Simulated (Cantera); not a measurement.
Feed: 1 mol Si, 1.9 mol N₂O, 4.4 mol N₂, 0.019 mol CO₂, equilibrated at 1 atm.

These are equilibrium values from Cantera (NASA tables, ideal gas, pure condensed phases), not measurements of a reactor. Candidate condensed phases: C, Si, SiC, SiO₂, Si₂N₂O, Si₃N₄; 34 gas species. Mutual solubility and eutectic melting of coexisting phases are not modelled. The tables hold silica as quartz up to 1696 K and as liquid above; real silica turns to tridymite and cristobalite and melts near 1996 K. Kinetics and transport are ignored.

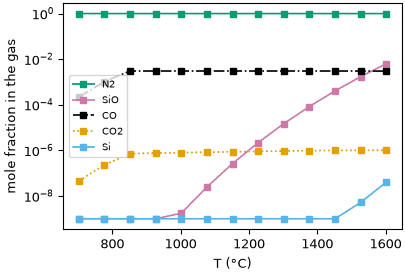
Equilibrium gas composition (values under 1e-9 drawn at 1e-9)

Task: Read off the mole fractions at 1227 °C.

Result: N₂ about 1.00, CO about 0.0030, SiO about 2.2e-6, CO₂ about 9.0e-7.
